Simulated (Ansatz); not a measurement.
## Nudged elastic band, with input and output: SiH$_{6}$O

SiH$_{6}$O, computed with RKS PBE-D4/def2-SVP (Ansatz 0.2.0).

One setting was made poor on purpose. It belongs to a series of runs on one base structure; here: band between the two ends. Figures and captions count atoms from 1; the log counts them from 0 in places.

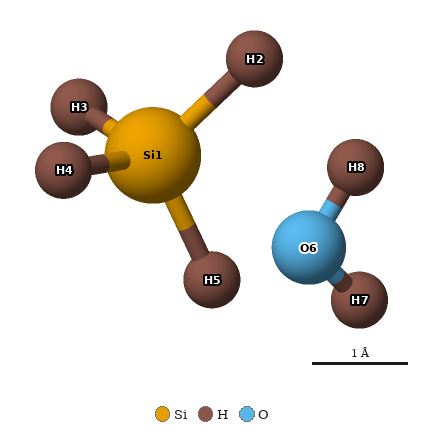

Fig. 1: The starting structure (ball-and-stick view, seen at a tilt; atoms are numbered from 1 in the order of the input).

## The input
```yaml
crystal:
  periodic: [false, false, false]
  atoms:
    - { symbol: Si, position_ang: [0.355393, 0.041696, -0.126238] }
    - { symbol: H, position_ang: [0.381277, -0.090167, 1.372011] }
    - { symbol: H, position_ang: [1.787171, 0.001383, -0.598917] }
    - { symbol: H, position_ang: [-0.252033, 1.342013, -0.552494] }
    - { symbol: H, position_ang: [-0.352921, -1.133034, -0.739889] }
    - { symbol: O, position_ang: [-2.479883, 0.054595, 0.896674] }
    - { symbol: H, position_ang: [-2.55765, -0.897879, 0.700163] }
    - { symbol: H, position_ang: [-2.143555, 0.051692, 1.812488] }
basis:
  gaussian: { orbitals: def2-SVP }
hamiltonian:
  xc: pbe
  dispersion: d4
neb:
  order_check: false
  images: 5
  f_tol: 0.03
  max_iterations: 60
  initial_path: linear
  final_atoms:
    - { symbol: Si, position_ang: [-0.24505991, -0.04257888, -0.78769879] }
    - { symbol: H, position_ang: [-1.02683312, 0.34309027, 3.3983891] }
    - { symbol: H, position_ang: [1.06270438, -0.52631498, -0.2103627] }
    - { symbol: H, position_ang: [-0.15803639, 1.42362897, -1.08399074] }
    - { symbol: H, position_ang: [-0.49277549, -0.80319908, -2.067846] }
    - { symbol: O, position_ang: [-1.52517161, -0.21001478, 0.29917271] }
    - { symbol: H, position_ang: [-1.71938775, -1.12223493, 0.5772519] }
    - { symbol: H, position_ang: [-1.15764111, 0.3079224, 2.63888251] }
```

Run on 1 thread of Arm Neoverse V2, 24 GiB of memory available, shared host.

Launched with:
```bash
ansatz run input.yaml --threads 1 --pin off --max-ram 2048MiB --backend cpu --events-out ev --progress --plain --runs-dir out
```

## What the program printed
```
Engine: ansatz 0.2.0, aarch64-unknown-linux-gnu
Functional definition: PBE
  parameter kappa = 0.804
  parameter beta = 0.06672455060314922
  exchange = pbe_x(kappa = kappa, mu = beta*pi^2/3)
  correlation = pbe_c(beta = beta)
687 factors; their error is unknown
mean field evaluation 1: about -10006.2587 eV, gradient 5.1e1 eV
mean field evaluation 2: about -9991.3776 eV, gradient 1.0e2 eV
mean field evaluation 4: about -10011.0140 eV, gradient 1.8e0 eV
mean field evaluation 8: about -10010.9840 eV, gradient 2.5e-2 eV
mean field -10010.98398675 eV, -367.8968758244 hartree, gradient 1.4e-5 eV, S^2 0.000000; 0 other end points of the search recorded, 0 dependent functions left out
the calculation of the forces begins
reference -10010.98401823 eV, -367.8968769813 hartree; 14, 14 occupied and 48, 48 virtual orbitals, 687 factors
687 factors; their error is unknown
mean field evaluation 16: about -9981.2251 eV, gradient 1.2e2 eV
mean field -10011.40610224 eV, -367.9123882827 hartree, gradient 2.6e-5 eV, S^2 0.000000; 0 other end points of the search recorded, 0 dependent functions left out
[... from here on the field's lines of each further geometry are left out, up to the last ...]
NEB iter   1: max|band force component| = 4.104e0 eV/Å  barrier→ = 4.4028 eV  barrier← = 4.8262 eV  Δτ_max = 0.2000 Å  (168 SCF iters)
NEB iter   2: max|band force component| = 3.169e0 eV/Å  barrier→ = 2.7751 eV  barrier← = 3.1984 eV  Δτ_max = 0.2000 Å  (141 SCF iters)
NEB iter   3: max|band force component| = 3.642e0 eV/Å  barrier→ = 1.9722 eV  barrier← = 2.3956 eV  Δτ_max = 0.1017 Å  (146 SCF iters)
NEB iter   4: max|band force component| = 1.221e0 eV/Å  barrier→ = 1.4832 eV  barrier← = 1.9066 eV  Δτ_max = 0.2000 Å  (128 SCF iters)
NEB iter   5: max|band force component| = 1.127e0 eV/Å  barrier→ = 1.1316 eV  barrier← = 1.5550 eV  Δτ_max = 0.2000 Å  (126 SCF iters)
NEB iter   6: max|band force component| = 3.098e0 eV/Å  barrier→ = 1.4147 eV  barrier← = 1.8381 eV  Δτ_max = 0.1009 Å  (125 SCF iters)
NEB iter   7: max|band force component| = 8.965e-1 eV/Å  barrier→ = 1.1370 eV  barrier← = 1.5603 eV  CI = image 2  Δτ_max = 0.1165 Å  (128 SCF iters)
NEB iter   8: max|band force component| = 1.005e0 eV/Å  barrier→ = 1.4586 eV  barrier← = 1.8820 eV  CI = image 2  Δτ_max = 0.0592 Å  (131 SCF iters)
NEB iter   9: max|band force component| = 9.016e-1 eV/Å  barrier→ = 1.5084 eV  barrier← = 1.9318 eV  CI = image 2  Δτ_max = 0.0583 Å  (126 SCF iters)
NEB iter  10: max|band force component| = 5.651e-1 eV/Å  barrier→ = 1.4636 eV  barrier← = 1.8870 eV  CI = image 2  Δτ_max = 0.0964 Å  (126 SCF iters)
NEB iter  11: max|band force component| = 3.518e-1 eV/Å  barrier→ = 1.4225 eV  barrier← = 1.8459 eV  CI = image 2  Δτ_max = 0.0990 Å  (127 SCF iters)
NEB iter  12: max|band force component| = 3.550e-1 eV/Å  barrier→ = 1.4160 eV  barrier← = 1.8394 eV  CI = image 2  Δτ_max = 0.0420 Å  (124 SCF iters)
NEB iter  13: max|band force component| = 3.391e-1 eV/Å  barrier→ = 1.4090 eV  barrier← = 1.8323 eV  CI = image 2  Δτ_max = 0.0497 Å  (127 SCF iters)
NEB iter  14: max|band force component| = 2.437e-1 eV/Å  barrier→ = 1.4028 eV  barrier← = 1.8262 eV  CI = image 2  Δτ_max = 0.0870 Å  (126 SCF iters)
NEB iter  15: max|band force component| = 1.451e-1 eV/Å  barrier→ = 1.3984 eV  barrier← = 1.8218 eV  CI = image 2  Δτ_max = 0.0543 Å  (126 SCF iters)
NEB iter  16: max|band force component| = 2.002e-1 eV/Å  barrier→ = 1.4022 eV  barrier← = 1.8256 eV  CI = image 2  Δτ_max = 0.0270 Å  (120 SCF iters)
NEB iter  17: max|band force component| = 1.310e-1 eV/Å  barrier→ = 1.3964 eV  barrier← = 1.8198 eV  CI = image 2  Δτ_max = 0.0399 Å  (130 SCF iters)
NEB iter  18: max|band force component| = 5.305e-2 eV/Å  barrier→ = 1.3922 eV  barrier← = 1.8156 eV  CI = image 2  Δτ_max = 0.0133 Å  (122 SCF iters)
NEB iter  19: max|band force component| = 3.822e-2 eV/Å  barrier→ = 1.3917 eV  barrier← = 1.8151 eV  CI = image 2  Δτ_max = 0.0108 Å  (106 SCF iters)
NEB iter  20: max|band force component| = 3.221e-2 eV/Å  barrier→ = 1.3912 eV  barrier← = 1.8146 eV  CI = image 2  Δτ_max = 0.0077 Å  (116 SCF iters)
the calculation of the forces begins
reference -10011.39626131 eV, -367.9120266348 hartree; 14, 14 occupied and 48, 48 virtual orbitals, 687 factors
687 factors; their error is unknown
mean field -10009.57686382 eV, -367.8451650104 hartree, gradient 1.5e-5 eV, S^2 0.000000; 1 other end points of the search recorded, 0 dependent functions left out
the calculation of the forces begins
reference -10009.57689529 eV, -367.8451661672 hartree; 14, 14 occupied and 48, 48 virtual orbitals, 687 factors
NEB iter  21: max|band force component| = 2.819e-2 eV/Å  barrier→ = 1.3910 eV  barrier← = 1.8143 eV  CI = image 2  Δτ_max = 0.0000 Å  (225 SCF iters)
```

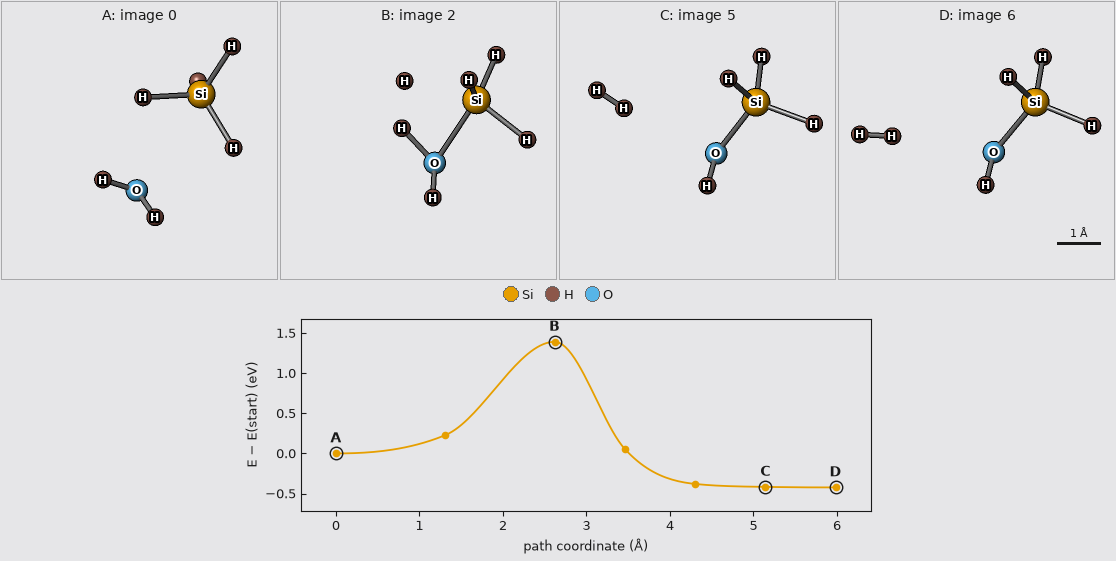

Fig. 2: Images of the last band (counted from 0; ball-and-stick, seen at a tilt) above the energy along the path; the line is a cubic interpolation that uses the forces. The highest image is number 2, 1.391 eV above the start and 1.814 eV above the end (the climbing image); the end lies 0.423 eV below the start. The path is 5.98 Å long. The band converged in 21 iterations.

```
Total energy: -10009.67476983 eV, -367.8487629900 hartree
Atom 0 at    -0.289380     0.115799    -0.182520 Å, force    -0.000004     0.012296     0.026931 eV/Å
Atom 1 at    -0.073561     0.671655     1.490339 Å, force     0.004771    -0.002078    -0.010216 eV/Å
Atom 2 at     1.079339    -0.506918    -0.088737 Å, force     0.013062    -0.000830     0.004896 eV/Å
Atom 3 at    -0.293104     1.531941    -0.681665 Å, force    -0.004238    -0.000916    -0.006067 eV/Å
Atom 4 at    -0.920580    -0.677137    -1.323480 Å, force    -0.015871     0.000466     0.004817 eV/Å
Atom 5 at    -1.788191    -0.425555     0.920658 Å, force     0.025492    -0.009436    -0.010406 eV/Å
Atom 6 at    -1.942641    -1.392514     0.998086 Å, force    -0.015010     0.001586    -0.000513 eV/Å
Atom 7 at    -1.034083     0.053028     1.631118 Å, force    -0.008204    -0.001087    -0.009442 eV/Å
Dipole moment:    -0.190273    -0.371270     0.208600 e Å
this run last wrote the band of iteration 21 to [file]
```

## The last band as extended XYZ (Å, eV, eV/Å)
```
8
Properties=species:S:1:pos:R:3:forces:R:3 image=0 energy=-10011.06573
Si    0.3554    0.0417   -0.1262    0.0034   0.0004   0.0036
H     0.3813   -0.0902    1.3720   -0.0008  -0.0011  -0.0014
H     1.7872    0.0014   -0.5989   -0.0018   0.0002  -0.0007
H    -0.2520    1.3420   -0.5525    0.0005  -0.0007  -0.0008
H    -0.3529   -1.1330   -0.7399   -0.0001   0.0015  -0.0008
O    -2.4799    0.0546    0.8967   -0.0022  -0.0018   0.0008
H    -2.5577   -0.8979    0.7002   -0.0002  -0.0012  -0.0002
H    -2.1436    0.0517    1.8125    0.0011   0.0028  -0.0005
8
Properties=species:S:1:pos:R:3:forces:R:3 image=1 energy=-10010.83794
Si    0.1481    0.1864   -0.2117    0.1670   0.0373  -0.0197
H     0.0222    0.3164    1.2892    0.0553  -0.1421  -0.0991
H     1.5479   -0.3172   -0.3928    0.1988   0.1179  -0.1761
H    -0.0449    1.5607   -0.7767    0.0455   0.0251  -0.0486
H    -0.7510   -0.7692   -0.9408    0.0387  -0.0369   0.1678
O    -2.3886   -0.3155    1.1453   -0.2311   0.0186   0.1255
H    -2.1830   -1.2556    0.9797   -0.0601   0.0283   0.0230
H    -1.6128   -0.0356    1.6716   -0.2141  -0.0481   0.0273
8
Properties=species:S:1:pos:R:3:forces:R:3 image=2 energy=-10009.67474
Si   -0.2894    0.1158   -0.1825    0.0000   0.0123   0.0269
H    -0.0736    0.6717    1.4903    0.0048  -0.0021  -0.0102
H     1.0793   -0.5069   -0.0887    0.0131  -0.0008   0.0049
H    -0.2931    1.5319   -0.6817   -0.0042  -0.0009  -0.0061
H    -0.9206   -0.6771   -1.3235   -0.0159   0.0005   0.0048
O    -1.7882   -0.4256    0.9207    0.0255  -0.0094  -0.0104
H    -1.9426   -1.3925    0.9981   -0.0150   0.0016  -0.0005
H    -1.0341    0.0530    1.6311   -0.0082  -0.0011  -0.0094
8
Properties=species:S:1:pos:R:3:forces:R:3 image=3 energy=-10011.01048
Si   -0.5110   -0.0379   -0.3407   -0.2571  -0.2449  -0.2173
H     0.0373    0.7506    1.8158    0.1106   0.1417   0.4892
H     0.9083   -0.4981   -0.0742   -0.2347  -0.0427   0.1463
H    -0.4782    1.4525   -0.5499   -0.1715  -0.1568   0.1560
H    -0.9494   -0.6957   -1.6030    0.0520  -0.0770  -0.4109
O    -1.7571   -0.4886    0.7529   -0.0080  -0.0603  -0.2987
H    -1.8855   -1.4445    0.8871    0.0005  -0.0210  -0.1960
H    -0.6267    0.3319    1.8759    0.5082   0.4609   0.3315
8
Properties=species:S:1:pos:R:3:forces:R:3 image=4 energy=-10011.44593
Si   -0.6505   -0.0976   -0.5373   -0.0105  -0.0149  -0.0336
H     0.2894    0.8619    2.3239    0.0263   0.0237   0.0813
H     0.7539   -0.5626   -0.2405   -0.0199  -0.0158  -0.0076
H    -0.6846    1.3990   -0.5884   -0.0192  -0.0137  -0.0123
H    -1.0494   -0.6613   -1.8760    0.0023  -0.0032  -0.0426
O    -1.7558   -0.5474    0.6577   -0.0097  -0.0033  -0.0177
H    -1.8014   -1.5011    0.8443    0.0043  -0.0033  -0.0146
H    -0.3637    0.4795    2.1802    0.0263   0.0306   0.0471
8
Properties=species:S:1:pos:R:3:forces:R:3 image=5 energy=-10011.48275
Si   -0.7825   -0.0873   -0.7081   -0.0006   0.0005  -0.0035
H     0.4176    0.7695    2.8154   -0.0005  -0.0018   0.0114
H     0.6909   -0.4052   -0.6445   -0.0005  -0.0003  -0.0053
H    -0.9824    1.3900   -0.8512   -0.0013  -0.0004  -0.0060
H    -1.3545   -0.7918   -1.9128   -0.0024  -0.0030  -0.0015
O    -1.5878   -0.5175    0.7113    0.0021   0.0020  -0.0008
H    -1.5129   -1.4547    0.9621    0.0023   0.0026   0.0008
H    -0.1507    0.4673    2.3917    0.0010   0.0003   0.0050
8
Properties=species:S:1:pos:R:3:forces:R:3 image=6 energy=-10011.48909
Si   -0.9314   -0.1030   -0.8294    0.0033  -0.0018  -0.0047
H     0.5722    0.6305    3.1056   -0.0172  -0.0031  -0.0204
H     0.5515   -0.2634   -1.0592   -0.0107   0.0006   0.0008
H    -1.3414    1.3077   -1.1244    0.0028  -0.0121   0.0007
H    -1.6474   -1.0442   -1.7675    0.0055   0.0113   0.0133
O    -1.3625   -0.3729    0.7798   -0.0011  -0.0022  -0.0018
H    -1.1720   -1.2653    1.1183    0.0010   0.0038  -0.0087
H     0.0689    0.4809    2.5405    0.0165   0.0034   0.0207
```

## Summary

| quantity | value |
| --- | --- |
| outcome | converged |
| barrier, forward | 1.391 eV |
| barrier, backward | 1.814 eV |
| wall time | 1.8 min |
| peak memory | 0.11 GiB |

## Notes

A deliberately poor setting: straight start. The order of the saddle point was not checked.
